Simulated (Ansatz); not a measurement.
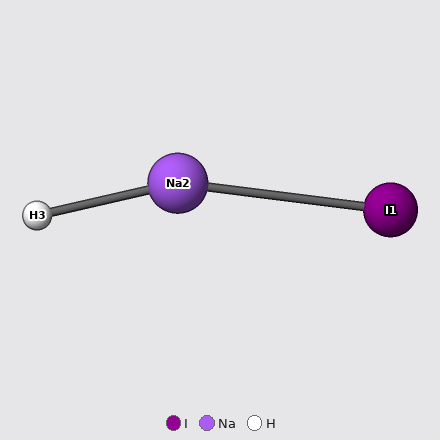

The system is I⁻ + NaH; the picture shows the reference structure. 
- First axis: distance I1–Na2. Second axis: distance Na2–H3.
- Nothing is relaxed (the angle I1–Na2–H3 is fixed at 160 degrees).
- The scan uses a 17 × 17 grid.
- Energies: eV, counted from I with charge -1 far from the relaxed NaH (each part in its own basis).
- The reference is spin-restricted, so regions where a bond is pulled apart into radicals lie too high.
- Computed with RKS PBE0-D4/def2-SVPD in Ansatz.

Its coordinates:

```xyz
3

I    -2.9990    0.0000    0.0000
Na    0.0000    0.0000    0.0000
H     1.8954    0.6899    0.0000
```

Range: distance I1–Na2 from 2.440 to 4.440 Å; distance Na2–H3 from 1.576 to 3.576 Å.

Predict the map.

The lowest grid point is at distance I1–Na2 = 2.999 Å, distance Na2–H3 = 2.017 Å, −1.43 eV from I with charge -1 far from the relaxed NaH (each part in its own basis). No other kind of well shows on this grid. The highest grid point, distance I1–Na2 = 4.440 Å, distance Na2–H3 = 3.576 Å, lies 1.96 eV above the lowest. Round the minimum the two coordinates are weakly coupled (coupling 0.08 in units of the two stiffnesses).

```tsv
distance Na2–H3 ↓, distance I1–Na2 →	2.440	2.574	2.770	2.999	3.252	3.526	3.816	4.121	4.440
3.415	0.00	−0.26	−0.42	−0.41	−0.29	−0.14	0.02	0.21	0.39
3.103	−0.23	−0.50	−0.66	−0.66	−0.55	−0.41	−0.26	−0.08	0.09
2.805	−0.46	−0.73	−0.91	−0.91	−0.82	−0.68	−0.54	−0.37	−0.21
2.523	−0.67	−0.95	−1.13	−1.15	−1.06	−0.93	−0.80	−0.65	−0.50
2.259	−0.83	−1.12	−1.31	−1.34	−1.26	−1.12	−0.97	−0.83	−0.70
2.017	−0.89	−1.18	−1.39	−1.43	−1.36	−1.23	−1.09	−0.95	−0.81
1.803	−0.79	−1.09	−1.30	−1.35	−1.29	−1.18	−1.04	−0.91	−0.78
1.630	−0.49	−0.80	−1.02	−1.08	−1.03	−0.92	−0.79	−0.66	−0.54
```

The table holds every second grid line.

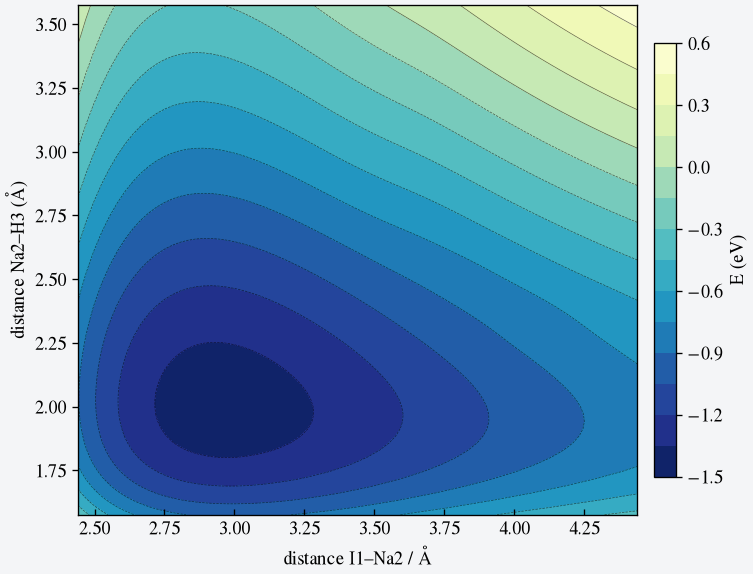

Drawn: filled contours. Between grid points the surface is interpolated.

Time for the 289 points that were run: 13 min on 1 thread of Arm Neoverse V1 (shared host).
